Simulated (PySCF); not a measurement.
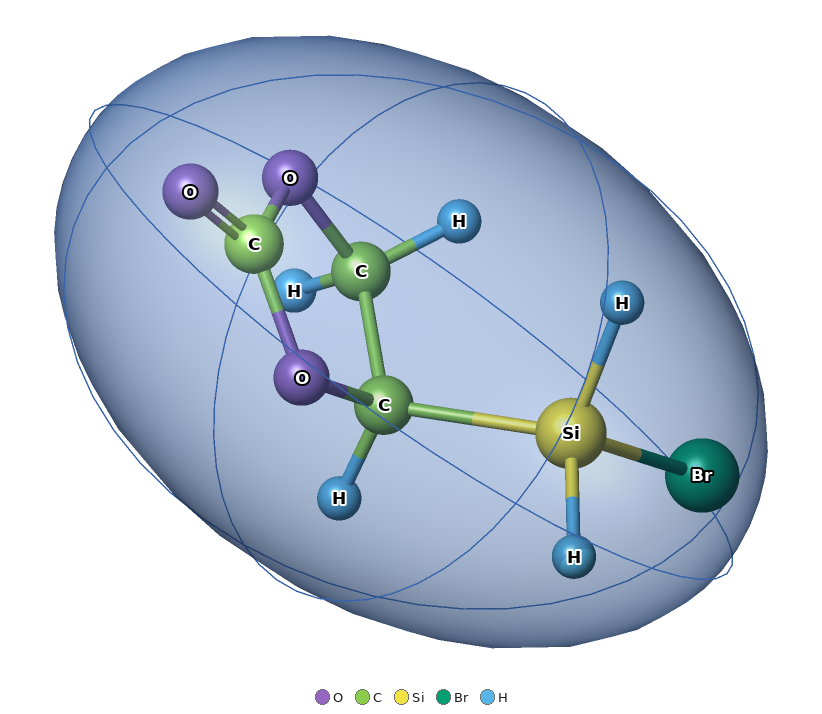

The ellipsoid shows the static dipole polarisability: its half-axes are proportional to the principal values. Computed geometry: GFN2-xTB optimisation. No frequency run is at hand to confirm it as a minimum. Method: CAM-B3LYP/def2-SVPD (PySCF 2.14.0).

Give the principal values, the mean and the anisotropy.

Principal values 70.9, 81.2, 112.6 bohr³; mean 88.3 bohr³ (13.08 Å³); anisotropy 37.6 bohr³, so the longest axis is 1.59 times the shortest.

The geometry is semi-empirical. Around Br, Si such bond lengths and angles can be off by a tenth of an ångström or more and by several degrees, and values that hang on the shape move with them.
